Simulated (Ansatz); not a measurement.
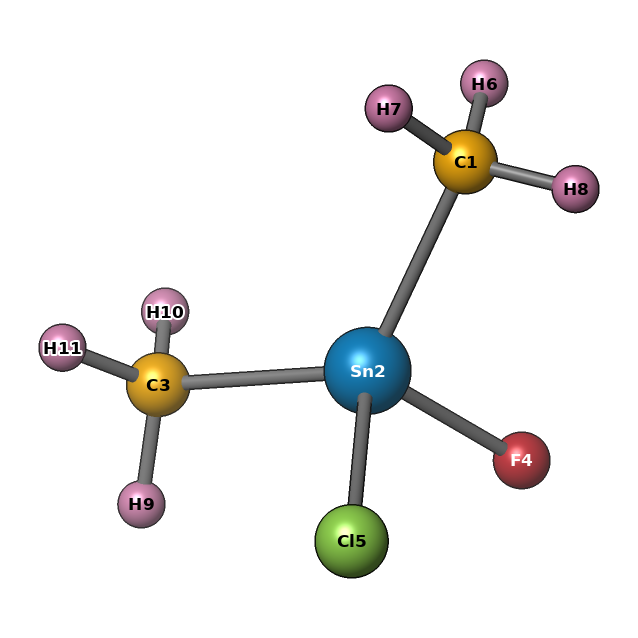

Atoms carry their numbers in the input. Computed geometry: PBE0-D4/def2-TZVP optimisation. No frequency run is at hand to confirm it as a minimum.

Give the bond lengths.

```json
{"bond": "C1–Sn2", "length (Å)": "2.117"}
{"bond": "C1–H6", "length (Å)": "1.090"}
{"bond": "C1–H7", "length (Å)": "1.090"}
{"bond": "C1–H8", "length (Å)": "1.089"}
{"bond": "Sn2–C3", "length (Å)": "2.117"}
{"bond": "Sn2–F4", "length (Å)": "1.925"}
{"bond": "Sn2–Cl5", "length (Å)": "2.330"}
{"bond": "C3–H9", "length (Å)": "1.089"}
{"bond": "C3–H10", "length (Å)": "1.090"}
{"bond": "C3–H11", "length (Å)": "1.090"}
```
